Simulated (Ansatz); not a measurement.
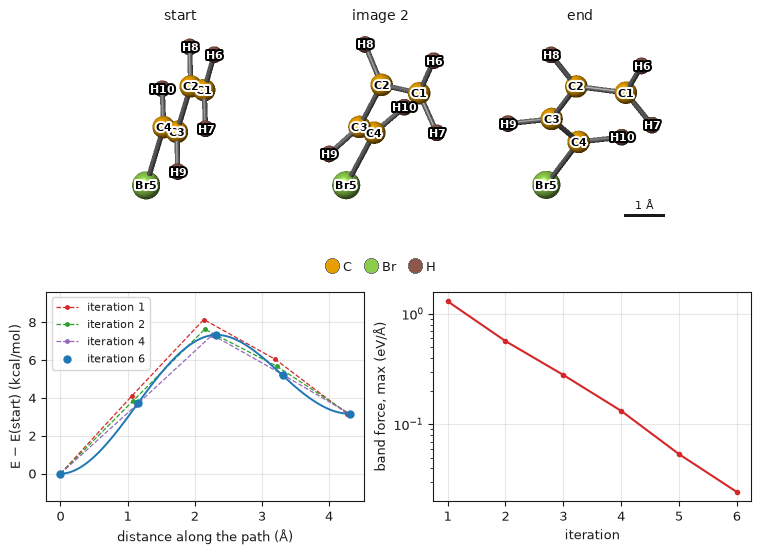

A nudged-elastic-band calculation for C₄H₅Br. Images are numbered from 0 (start) to 4 (end). The plot follows the band through its iterations. The picture is a ball-and-stick view, seen from a free direction.

These are results of Ansatz, RKS PBE0-D4/def2-SVP, not measurements. Settings: 3 movable images; climbing image; force threshold 0.03 eV/Å; iteration limit 60; starting path by image-dependent pair potential.

Question: How did the profile develop, and is the result final?

Answer: The run is converged, with reservations. The band converged in 6 iterations. The largest component of the band force went from 1.3 to 0.024 eV/Å. The climbing image converged on the top of the path. Its curvatures weren't checked. So few images resolve the path coarsely. The first iteration put the highest image at 8.1 kcal/mol. The highest point, image 2, lies 7.3 kcal/mol above the start and 4.2 kcal/mol above the end; the end is at +3.2 kcal/mol relative to the start.

The run took 58 s on 2 threads of Arm Neoverse V2, on a shared host, peak memory 0.27 GiB.
